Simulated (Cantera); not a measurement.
Charge: 1 mol Ti, 0.34 mol H₂O, 27 mol H₂, at 2000 K.

Cantera equilibrium calculation (NASA polynomials, part measured and part estimated; ideal gas, pure solids and liquids). Candidate condensed phases: H₂O, Ti, TiO, TiO₂, Ti₂O₃, Ti₃O₅, Ti₄O₇; 12 gas species. Mutual solubility and eutectic melting of coexisting phases are not modelled. TiO: taken at fixed stoichiometry. Condensed phases not in the tables: N, O or C dissolved in the metal. The numbers say what is thermodynamically allowed, not how fast it happens.

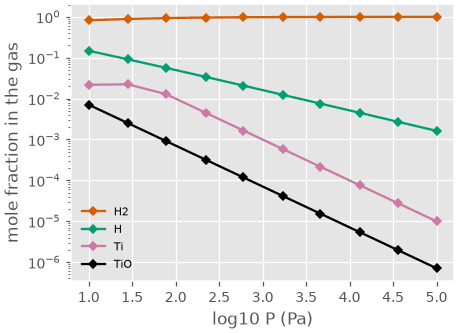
Equilibrium gas composition (values under 1e-9 drawn at 1e-9)

From 0.0750 Torr to 0.210 Torr the condensed part is TiO(s). From 0.578 Torr to 750 Torr the condensed part is Ti(l) + TiO(s). The main Ti-bearing gas is Ti throughout. The share of Ti in condensed phases is highest at 750 Torr (100.0 %) and lowest at 0.0750 Torr (12.4 %).
